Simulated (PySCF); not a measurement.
# One shape, several levels: BSiNH6O (SMILES NBO[SiH3])

Aim: a comparison of 3 runs (BLYP/STO-3G, BLYP/def2-SVP, BLYP/def2-TZVP) of BSiNH6O. 

The calculation is run with PySCF 2.14.0.

## (1) The molecule

The species is BSiNH6O (10 atoms), meant as a singlet with charge 0. SMILES: `NBO[SiH3]`. The shape is that of a PBE0-D4/def2-TZVP optimisation. This is one conformer, not always the lowest.

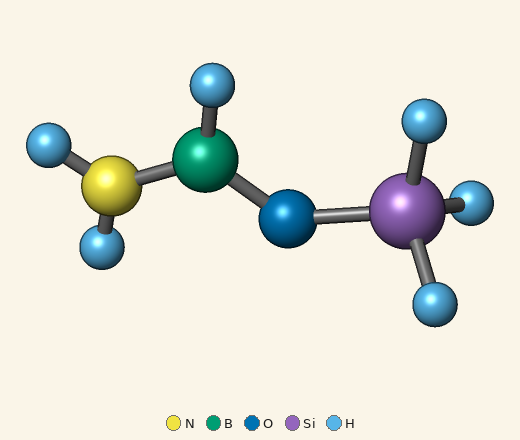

The structure, seen from a chosen angle (nitrogen yellow, boron teal, oxygen blue, silicon purple, hydrogen blue).

## (2) The energy at BLYP/STO-3G (run 1)

run.py reads:

```python
from pyscf import gto, dft

mol = gto.M(
    atom='''
N     -2.619349     3.030743    -0.654790
B     -0.387394     1.630078    -0.568052
O     -0.432180    -0.770441     0.401945
Si     1.769351    -2.919816     0.790850
H     -2.692860     4.794802    -1.345485
H     -4.281741     2.351575    -0.030047
H      1.544662     2.540170    -1.342839
H      1.940938    -3.560622     3.516780
H      1.059003    -5.219235    -0.650822
H      4.256797    -1.974008    -0.112061
''',
    verbose=4,
    basis='sto-3g',
    max_memory=1860,
    unit='bohr',
)

mf = dft.RKS(mol)
mf.xc = 'blyp'
mf.grids.level = 4
mf.conv_tol = 1e-10
mf.kernel()
if not mf.converged:
    mf = mf.newton().run(mf.mo_coeff, mf.mo_occ)

energy = mf.e_tot
print('E = %.10f Eh' % energy)
```

Launch:

```bash
OMP_NUM_THREADS=1 python run.py
```

The program printed:

```text
PySCF version 2.14.0

[... 80 lines left out ...]
converged SCF energy = -442.471778979859
E = -442.4717789799 Eh
```

It took 6.9 s on 1 thread of Intel Xeon Platinum 8259CL at 2.50GHz (Skylake/Cascade Lake), shared host; peak memory 0.25 GiB.

## (3) A single-point energy at BLYP/def2-SVP (run 2)

job.py reads:

```python
from pyscf import gto, dft

molecule = gto.M(
    atom='''
N     -1.386100     1.603800    -0.346500
B     -0.205000     0.862600    -0.300600
O     -0.228700    -0.407700     0.212700
Si     0.936300    -1.545100     0.418500
H     -1.425000     2.537300    -0.712000
H     -2.265800     1.244400    -0.015900
H      0.817400     1.344200    -0.710600
H      1.027100    -1.884200     1.861000
H      0.560400    -2.761900    -0.344400
H      2.252600    -1.044600    -0.059300
''',
    verbose=3,
    basis='def2-svp',
    spin=0,
    max_memory=1860,
)

mf = dft.RKS(molecule)
mf.xc = 'blyp'
mf.conv_tol = 1e-10
mf.grids.level = 4
mf.kernel()
if not mf.converged:
    mf = mf.newton().run(mf.mo_coeff, mf.mo_occ)

e_tot = mf.e_tot
print('Final energy', e_tot)
```

Launch:

```bash
OMP_NUM_THREADS=1 python job.py
```

The program printed:

```text
converged SCF energy = -447.773640611382
Final energy -447.7736406113818
```

Wall time 20 s (1 thread of Intel Xeon Platinum 8259CL at 2.50GHz (Skylake/Cascade Lake), shared host); peak memory 0.45 GiB.

## (4) The energy at BLYP/def2-TZVP (run 3)

calc.py reads:

```python
from pyscf import gto, dft

molecule = gto.Mole()
molecule.atom = [
    ('N', (-1.386100, 1.603800, -0.346500)),
    ('B', (-0.205000, 0.862600, -0.300600)),
    ('O', (-0.228700, -0.407700, 0.212700)),
    ('Si', (0.936300, -1.545100, 0.418500)),
    ('H', (-1.425000, 2.537300, -0.712000)),
    ('H', (-2.265800, 1.244400, -0.015900)),
    ('H', (0.817400, 1.344200, -0.710600)),
    ('H', (1.027100, -1.884200, 1.861000)),
    ('H', (0.560400, -2.761900, -0.344400)),
    ('H', (2.252600, -1.044600, -0.059300)),
]
molecule.spin = 0
molecule.max_memory = 1860
molecule.verbose = 4
molecule.basis = 'def2-tzvp'
molecule.build()

myscf = dft.RKS(molecule, xc='blyp')
myscf.grids.level = 4
myscf.conv_tol = 1e-10
myscf.kernel()
if not myscf.converged:
    myscf = myscf.newton().run(myscf.mo_coeff, myscf.mo_occ)

e_tot = myscf.e_tot
print('Final energy', e_tot)
```

Launch:

```bash
OMP_NUM_THREADS=1 python calc.py
```

The program printed:

```text
PySCF version 2.14.0

[... 82 lines left out ...]
converged SCF energy = -448.075204160844
Final energy -448.075204160844
```

Run time: 37 s. Hardware: 1 thread of Intel Xeon Platinum 8259CL at 2.50GHz (Skylake/Cascade Lake), shared host; peak memory 1.3 GiB.

## (5) Overview of the runs

```csv
run,level,energy (Eh),dipole moment (D),HOMO energy (eV),LUMO energy (eV),wall time
1,BLYP/STO-3G,-442.471779,0.92,-2.77,4.49,6.9 s
2,BLYP/def2-SVP,-447.773641,1.55,-6.13,0.38,20 s
3,BLYP/def2-TZVP,-448.075204,1.40,-6.42,-0.26,37 s
```

## (6) Summary of results

```
            quantity          value
 run 3: total energy  -448.07520 Eh
run 3: dipole moment         1.40 D
  run 3: HOMO energy       -6.42 eV
  run 3: LUMO energy       -0.26 eV
run 3: HOMO–LUMO gap        6.16 eV
```

The dipole moment (its size) runs from 0.92 D (BLYP/STO-3G) to 1.55 D (BLYP/def2-SVP). The HOMO–LUMO gap runs from 6.16 eV (BLYP/def2-TZVP) to 7.27 eV (BLYP/STO-3G). In run 1 the basis is minimal, so the values are rough. All runs together took 64 s, the longest 37 s.
